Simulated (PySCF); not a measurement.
C₅H₉S (charge −1)

```json
{"atom": "C", "x (Å)": "1.9157", "y (Å)": "-0.3734", "z (Å)": "-0.2521"}
{"atom": "C", "x (Å)": "0.6697", "y (Å)": "0.3761", "z (Å)": "-0.7069"}
{"atom": "C", "x (Å)": "-0.3601", "y (Å)": "0.4354", "z (Å)": "0.4090"}
{"atom": "S", "x (Å)": "0.1711", "y (Å)": "1.3515", "z (Å)": "1.8372"}
{"atom": "C", "x (Å)": "-1.2381", "y (Å)": "-0.7769", "z (Å)": "0.5832"}
{"atom": "C", "x (Å)": "-1.8093", "y (Å)": "0.4857", "z (Å)": "-0.0021"}
{"atom": "H", "x (Å)": "2.7122", "y (Å)": "-0.3168", "z (Å)": "-0.9961"}
{"atom": "H", "x (Å)": "2.2574", "y (Å)": "0.0740", "z (Å)": "0.6792"}
{"atom": "H", "x (Å)": "1.6813", "y (Å)": "-1.4207", "z (Å)": "-0.0638"}
{"atom": "H", "x (Å)": "0.9461", "y (Å)": "1.4012", "z (Å)": "-0.9733"}
{"atom": "H", "x (Å)": "0.2410", "y (Å)": "-0.1052", "z (Å)": "-1.5968"}
{"atom": "H", "x (Å)": "-1.5379", "y (Å)": "-1.0474", "z (Å)": "1.5861"}
{"atom": "H", "x (Å)": "-1.1022", "y (Å)": "-1.6270", "z (Å)": "-0.0785"}
{"atom": "H", "x (Å)": "-2.0627", "y (Å)": "0.4904", "z (Å)": "-1.0584"}
{"atom": "H", "x (Å)": "-2.4887", "y (Å)": "1.0612", "z (Å)": "0.6115"}
```

Geometry: GFN2-xTB.

Computed with PySCF 2.14.0, PBE0/def2-SVPD, SCF density, gas phase.

What will maps of the electron density and electron localisation function show?

Answer. C–C (1.51 Å): ρ at the midpoint is about 1.6 e/Å³; the ELF peaks at about 0.90 between the atoms, as expected for a covalent bond.
C–S (1.78 Å): ρ is about 1.3 e/Å³ halfway; the ELF peaks at about 0.90 between the atoms; a covalent bond.
C–H (1.09 Å): the density is about 2 e/Å³ at the midpoint; the ELF climbs to about 1 towards the hydrogen, as it does in any bond to H (an ordinary covalent bond to hydrogen).

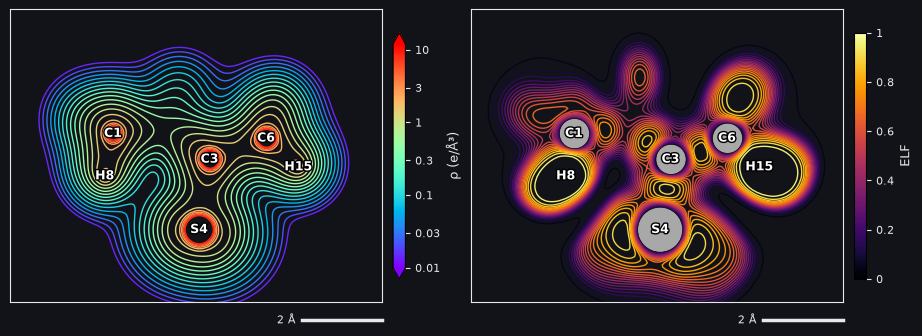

Computed electron density and electron localisation function on the plane of atoms S4, C3 and C6, in this order. Grey discs cover the atomic cores in the ELF map. 
